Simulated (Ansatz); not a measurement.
# Phonons of Nb-W stack of (111) layers, part 2 of 3

The plan: relax Nb-W stack of (111) layers, check its phonons, and, if the lattice is stable, compute its Eliashberg function and ρ(T).

Ansatz 0.2.0; DFT PBEsol, scalar-relativistic, plane waves, PAW; PAW set soft_1.

So far: Set-up; Rough relaxation.

**3. Relaxation**

The structure is brought to rest under this functional.

Contents of input.yaml:

```yaml
crystal:
  lattice:
    - [2.7211860726, 0.0, 0.0]
    - [-1.3605930363, 2.3566162673, 0.0]
    - [0.0, 0.0, 28.3972661742]
  atoms:
    - { symbol: Nb, position: [0.0, 0.0, 0.1907664888] }
    - { symbol: W, position: [0.3333333333, 0.6666666667, 0.2775402108] }
  periodic: [true, true, false]
kpoints:
  mp_grid: { grid: [12, 12, 1] }
hamiltonian:
  xc: pbesol
  pseudopotentials: { kind: paw, azcp: { folder: soft_1 }, xc_functional: pbe }
scf:
  occupations: { method: gaussian, width: 0.1 }
output:
  forces: true
  stress: true
  eigenvalues: true
  write_density: true
  write_potential: true
  elf: true
  volumetric_format: npy
relax:
  adjacent_minimum: "off"
  f_tol: 0.005
  max_steps: 80
  cell: { stress_2d_tol: 0.02 }
```

Run with:

```sh
$ ansatz run input.yaml --threads 8 --pin off --max-ram 20480MiB --backend cpu --events-out ev --progress --plain --runs-dir out
```

Numbers of over 12 decimals in the logs are rounded to 6 here.

Log:

```text
[the first part of the log is left out]
  E_xc         = -429.031002
  E_vxc        = -429.221273  (∫ρ·V_xc dr)
  E_paw        = -11478.400759  (= ΣΔE_a)
  E_vpaw       = -284.652527  (= ΣTr[D̂ρ^β])
  E_aug_tail   = 0.000192  (compensation charges beyond the density's cutoff)
  E_ewald      = 26097.015156
  E_core_change = 0.410567  (= ΣΔE_core)
  E_smearing   = -0.011225  (= −TS)
  E_closure    = -0.000000  (closes the sum)
  Σ components = -14750.223807   (vs F -14750.223807, Δ=0.00e0)
--- Forces (eV/Å), atoms counted from 1 ---
  atom   1  Nb     0.00000000     0.00000000    -0.00001147
  atom   2  W      0.00000000    -0.00000000     0.00001151
  max |Σ_I F_I| component: 4.31e-8 eV/Å
--- 2D stress c σ (N/m, compression-positive) ---
        0.000011       0.000000      -0.000000
        0.000000       0.000011      -0.000000
       -0.000000      -0.000000       0.000000
  P = ½ c Tr σ = 0.0000 N/m
--- Band table (eV; the first three rows and the last of 19) ---
[...]
--- Relaxed structure (5 steps of the walk, 4 accepted, 1 SCFs on fresh bases) ---
[...]
cell:  # Å, volume = 182.4134 Å³
    - [2.723483, 0.0, 0]
    - [-1.361742, 2.358606, 0]
    - [0, 0, 28.3972661742]
  atoms:
    - { symbol: Nb, position: [3.3215659991083843e-19, -2.7755575615628914e-17, 0.191015] }
    - { symbol: W, position: [0.333333, 0.666667, 0.277292] }
```

Elapsed: 5.2 s, on 8 threads of INTEL XEON PLATINUM 8581C at 2.30GHz (Emerald Rapids), shared host; peak memory 0.66 GiB; 34 s of CPU time.

The steps of the relaxation:

```csv
step,energy less that of the first step (eV),largest force component (eV/Å),volume (Å³)
1,0.0000,0.1122,182.11
2,0.0188,0.6228,182.58
3,-0.0008,0.0125,182.57
4,-0.0008,0.0020,182.39
5,-0.0008,0.0000,182.41
6,-0.0008,0.0000,182.41
```

The log counts 1 steps on a newly chosen plane-wave basis, not all of them marked here; energy and pressure can jump at such steps. Relaxation step 2 was tried and not accepted.

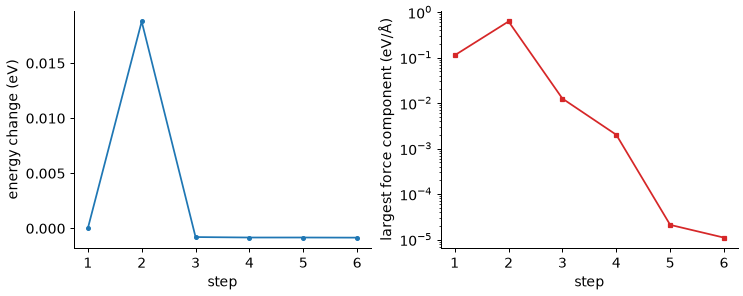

Energy and largest force along the relaxation.

```csv
cell as run,before,after,change
a (Å),2.721,2.723,+0.1 %
b (Å),2.721,2.723,+0.1 %
```

Final coordinates:

```cif
data_structure
_symmetry_space_group_name_H-M 'P 1'
_symmetry_Int_Tables_number 1
_cell_length_a 2.7235
_cell_length_b 2.7235
_cell_length_c 28.3973
_cell_angle_alpha 90.000
_cell_angle_beta 90.000
_cell_angle_gamma 120.000
_cell_volume 182.41
loop_
_atom_site_label
_atom_site_type_symbol
_atom_site_fract_x
_atom_site_fract_y
_atom_site_fract_z
_atom_site_occupancy
Nb1 Nb 0.00000 0.00000 0.19101 1
W2 W 0.33333 0.66667 0.27729 1
```

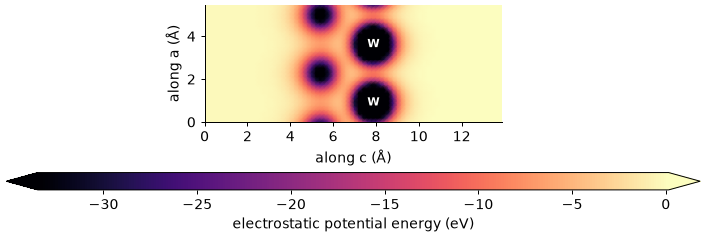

Electrostatic potential energy in the ca plane at fractional y = 0.667, with atoms of W within 0.2 Å of it. With pseudopotentials it is smooth inside the atoms' cores, unlike the true potential. The far vacuum is left out of the map.

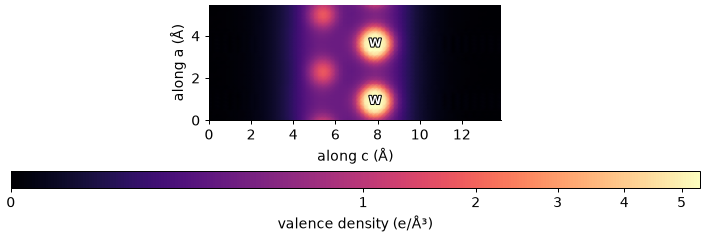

Valence density in the ca plane at fractional y = 0.667, with atoms of W within 0.2 Å of it. It is the smooth field of the valence electrons, not physical close to the nuclei. The colour scale is stretched toward low values. The far vacuum is left out of the map.

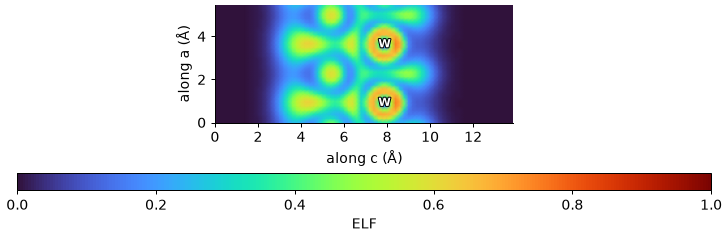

ELF in the ca plane at fractional y = 0.667, with atoms of W within 0.2 Å of it. It is the smooth field of the valence electrons, not physical close to the nuclei. The far vacuum is left out of the map.

The relaxation ends with a largest force component of 1.1e-5 eV/Å.

**4. Tight relaxation**

No force is left; the cell is relaxed once more with another smearing and tight thresholds.

input.yaml, the sections that differ from step 3:

```yaml
crystal:
  lattice:
    - [2.7234834985, 0.0, 0.0]
    - [-1.3617417492, 2.3586058964, 0.0]
    - [0.0, 0.0, 28.3972661742]
  atoms:
    - { symbol: Nb, position: [0.0, 0.0, 0.1910147707] }
    - { symbol: W, position: [0.3333333333, 0.6666666667, 0.2772919289] }
  periodic: [true, true, false]
scf:
  occupations: { method: methfessel_paxton, width: 0.2 }
relax:
  adjacent_minimum: "off"
  f_tol: 0.001
  max_steps: 60
  cell: { stress_2d_tol: 0.002 }
# kpoints, hamiltonian, output: as in step 3
```

Log:

```text
[the first part of the log is left out]
  E_xc         = -429.044662
  E_vxc        = -429.239063  (∫ρ·V_xc dr)
  E_paw        = -11478.402985  (= ΣΔE_a)
  E_vpaw       = -284.658769  (= ΣTr[D̂ρ^β])
  E_aug_tail   = 0.000192  (compensation charges beyond the density's cutoff)
  E_ewald      = 26097.953718
  E_core_change = 0.410567  (= ΣΔE_core)
  E_smearing   = 0.006051  (= −TS)
  E_closure    = 0.000000  (closes the sum)
  Σ components = -14750.217128   (vs F -14750.217128, Δ=0.00e0)
[...]
--- 2D stress c σ (N/m, compression-positive) ---
        0.000006       0.000000       0.000000
        0.000000       0.000006      -0.000000
        0.000000      -0.000000       0.000000
  P = ½ c Tr σ = 0.0000 N/m
--- Band table (eV; the first three rows and the last of 19) ---
[...]
--- Relaxed structure (5 steps of the walk, 4 accepted, 1 SCFs on fresh bases) ---
[...]
cell:  # Å, volume = 182.4353 Å³
    - [2.723647, -2.8869251685741552e-11, 0]
    - [-1.361824, 2.358748, 0]
    - [0, 0, 28.3972661742]
  atoms:
    - { symbol: Nb, position: [0, -2.775557561562863e-17, 0.191045] }
    - { symbol: W, position: [0.333333, 0.666667, 0.277262] }
```

It took 5.2 s on 8 threads; peak memory 0.67 GiB.

Little changed from the start: no atom moved by 0.005 Å and no cell edge by 0.1 %.

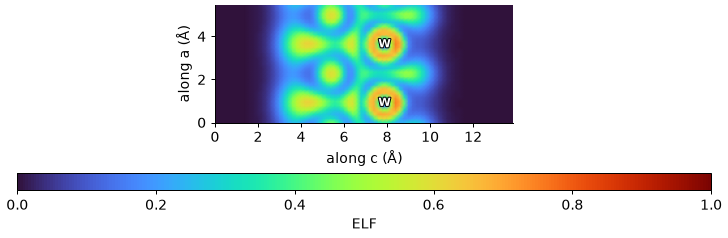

ELF in the ca plane at fractional y = 0.667, with atoms of W within 0.2 Å of it. It is the smooth field of the valence electrons, not physical close to the nuclei. The far vacuum is left out of the map.

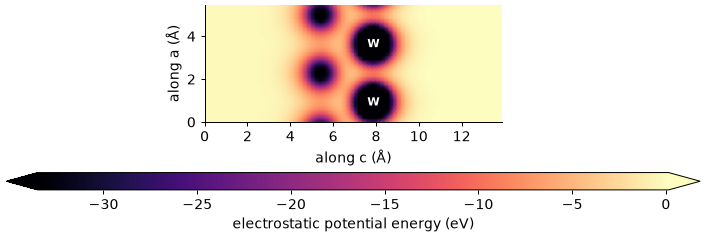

Electrostatic potential energy in the ca plane at fractional y = 0.667, with atoms of W within 0.2 Å of it. With pseudopotentials it is smooth inside the atoms' cores, unlike the true potential. The far vacuum is left out of the map.

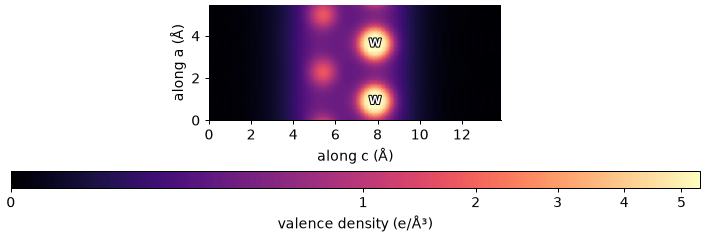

Valence density in the ca plane at fractional y = 0.667, with atoms of W within 0.2 Å of it. It is the smooth field of the valence electrons, not physical close to the nuclei. The colour scale is stretched toward low values. The far vacuum is left out of the map.

**5. Phonons: q 2×2×1, k 6×6×1**

Couplings are defined for a stable lattice alone, so phonons come first.

input.yaml, the sections that differ from step 4:

```yaml
crystal:
  lattice:
    - [2.7236473271, 0.0, 0.0]
    - [-1.3618236635, 2.3587477762, 0.0]
    - [0.0, 0.0, 28.3972661742]
  atoms:
    - { symbol: Nb, position: [0.0, 0.0, 0.1910446062] }
    - { symbol: W, position: [0.3333333333, 0.6666666667, 0.2772620934] }
  periodic: [true, true, false]
kpoints:
  mp_grid: { grid: [6, 6, 1] }
output:
  eigenvalues: true
phonons:
  method: dfpt
  qmesh: [2, 2, 1]
  temperatures: { t_max: 1000, t_step: 50 }
  qpath:
    path:
      - [0.0, 0.0, 0.0]
      - [0.5, 0.0, 0.0]
      - [0.33333333, 0.33333333, 0.0]
      - [0.0, 0.0, 0.0]
    npoints: 10
# hamiltonian, scf: as in step 4
# relax: removed
```

Log:

```text
[...]
Crystal: 2 atoms, lattice volume = 182.435 Å³
Basis set: ecut = 420 eV, 3593 PW (Γ), exchange–correlation on 40×40×384 points (8 copies of the dense FFT grid, shifted against one another)
Bands: 18, of which v1, the nominal top of the filled ones, is band 14 counted from 1 (13 counted from 0)
Symmetry: 6 space group operations
k-points: 7 of 36 (time reversal used)
[...]
SCF iter   1: F=—  HF=-14751.822976 eV  |F-HF|=—  |Δ(HF+E_count)|=         —  Δρ=3.94e-2  dr2=2.29e1  ethr=3.10e-3  ⟨swp⟩=11.3  Hψ=1072  notcnv=0
[...]
SCF iter  14: F=-14750.138544 eV  HF=-14750.138544 eV  |F-HF|=2.11e-10  |Δ(HF+E_count)|=  2.80e-10  S|Δr|=    0.00e0  Δρ=3.97e-8  dr2=7.18e-12  ethr=1.00e-12  ⟨swp⟩=16.9  Hψ=1097  notcnv=0
SCF 1 converged in 14 iterations: F = -14750.138544 eV  dr2 = 7.18e-12
[...]
phonons: the bands overlap, so this run is a metal and interpolates without the dipole-dipole term. If the crystal is really an insulator or semiconductor, its LO-TO splitting is missing
NSCF: frozen V_eff on 7 k-points
WARN: eigensolver did not converge (k=1): 1 band(s) unlocked after 2 eigensolves, warm-restarted (20 sweeps on the last) at ethr=1.03e-12 eV (storage-precision floor; scheduled 1.00e-12 eV) (lowest unlocked band 17, counted from 0; max residual 2.78e-4 eV among the unlocked bands, 2.78e-4 eV over every band; other slots of this pass that fall short are told together in one closing line; warning suppressed until the next SCF loop or pass starts)
[...]
DFPT response loops at q = (0, 0, 0) (fractional): preconditioner auto → none (partly filled bands, converged f_vac=0.740); β = 0.50; Broyden in place of MSR1
[...]
SCF converged after 14 iterations
Stability not checked: this state was not tested for a lower state beside it, because cold or Methfessel-Paxton smearing, or corrected tetrahedra, fill the levels in a way that the test cannot read (fill_not_monotonic; see scf.lower_state_search)
Free energy (F): -14750.138544 eV
[...]
Internal energy: -14750.138501 eV  (E = F + TS)
E sigma→0 (E₀):  -14750.138533 eV
Entropy (-TS):   -0.000043 eV (-0.021 meV/atom)
Fermi energy:    -5.048890 eV
[...]
--- Band table (eV; the first three rows and the last of 7) ---
  k-point 0: bands = [... 10 lower, -6.8697, -5.9446, -5.3277, -5.3277, -4.6877, -4.6877, -4.6568, -1.8989]
  k-point 1: bands = [... 10 lower, -6.7064, -6.3956, -6.1709, -5.3725, -5.0134, -4.2301, -3.6775, -2.4438]
  k-point 2: bands = [... 10 lower, -8.1590, -6.6977, -5.5933, -4.6224, -3.5860, -2.9415, -1.9202, -1.4916]
  k-point 6: bands = [... 10 lower, -7.2155, -6.1066, -6.1043, -5.3449, -5.2939, -3.5307, -2.0871, -1.6696]
--- Phonons (Γ-DFPT): 4 representative perturbations + reference (Σ response iterations 21) ---
  ASR residual: 4.256e-5 → 0.000e0 eV/Å²; symmetrization residual: 4.077e-6 eV/Å²
  ASR residual per site (eV/Å²): 1.63e-5 4.26e-5
  Γ frequencies (cm⁻¹): -14.54 -14.54 0.00 0.00 0.00 184.82
--- Phonons (arbitrary-q DFPT): 2 irreducible q on the 2×2×1 mesh ---
  q = [0.0000, 0.0000, 0.0000] (star 1, of the zone-centre solve; hermiticity 1.05e-6, symmetrization 1.01e-11): -14.54 -14.54 -0.00 0.00 0.00 184.82
  q = [0.0000, -0.5000, 0.0000] (star 3, 6 solved perturbations on 13 of 36 k-point pairs; hermiticity 3.58e-6, symmetrization 4.54e-7): -112.86 -88.26 61.82 128.85 185.68 254.67
  sum rule: each row above includes the acoustic sum rule's correction from the zone centre's row sums; it moved no ω² by more than (0.25 cm⁻¹)²
  mesh force constants: q→R imaginary residual 2.73e-17; ASR residual 4.256e-5 → 0.000e0 eV/Å²; symmetrization residual 1.243e-14 eV/Å²
  interpolated dispersion: 31 rows × 6 modes
  density of states and harmonic sums: on the 26×26×1 q-mesh, interpolated from the force constants of a 2×2×1 supercell (no non-analytic term)
  largest difference from the sums on the solved wave vectors: F 1.60e-1 eV, S 2.32e-4 and C_V 7.23e-5 eV/K
  zero-point energy: 0.035653 eV/cell   skipped modes (ω ≤ 0): 136, of them read as no rigid motion or as one in doubt: 133 (1.911e0 modes/cell left out, lowest -112.86 cm⁻¹)   left out of the sums: 3.19e-1 of the cell's modes: C_V's classical limit lies that fraction below 3 k_B per atom; for a crystal, a wire or a layer, F and S can be off by more, and a phonons.interpolated_qmesh denser along its periods is the remedy for the sampling
```

The job ended after 6.8 s (8 threads; peak memory 0.93 GiB).

This step gave:

| Property | Result |
| --- | --- |
| share of imaginary modes in the plain interpolation between solved wavevectors | 0.319 |
| highest frequency, solved or plainly interpolated | 254.7 cm⁻¹ |

Solved on the 2×2×1 mesh alone; all other wavevectors are interpolated. The phonon branches at the labelled points (cm⁻¹):

```csv
point,branch 1,branch 2,branch 3,branch 4,branch 5,branch 6
Γ,-14,-14,0,0,0,185
M,-113,-88,62,129,186,255
K,-96,80,110,156,189,195
Γ,-14,-14,0,0,0,185
```

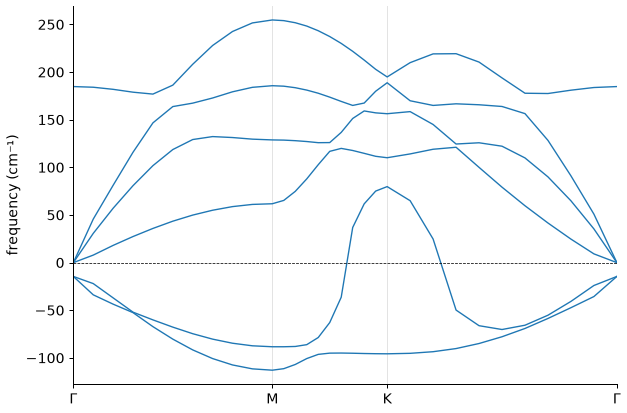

Phonon branches along the path.

Lowest modes at the softest wavevector of the mesh. The modes at q = (0.500, 0.000, 0.000) (shares of kinetic energy by element, %) (negative means imaginary):

```csv
mode,frequency (cm⁻¹),Nb %,W %
1,-112.9,14,86
2,-88.3,8,92
3,61.8,86,14
4,128.8,74,26
5,185.7,24,76
6,254.7,94,6
```

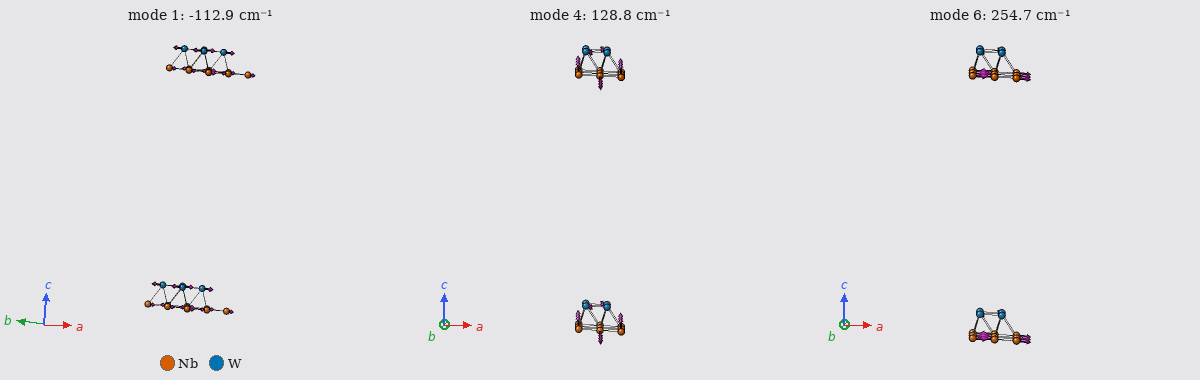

Displacement patterns of modes 1, 4 and 6 at q = (0.500, 0.000, 0.000); arrows are exaggerated. 2×2×2 cells are drawn. Some periodic images of atoms are drawn too.

Among the solved wavevectors the lowest mode, translations apart, is -113 cm⁻¹, imaginary.

[end of part 2 of 3]

[Logs are printed without paths, hosts, clocks, repeated set-up lines and the standing remarks that a program may print on its own settings, such as how far it seeks lower states.]

[Hosts, paths, dates, database ids (printed as entryN), source tags and the programs' standing remarks are cut or masked in the printed files.]
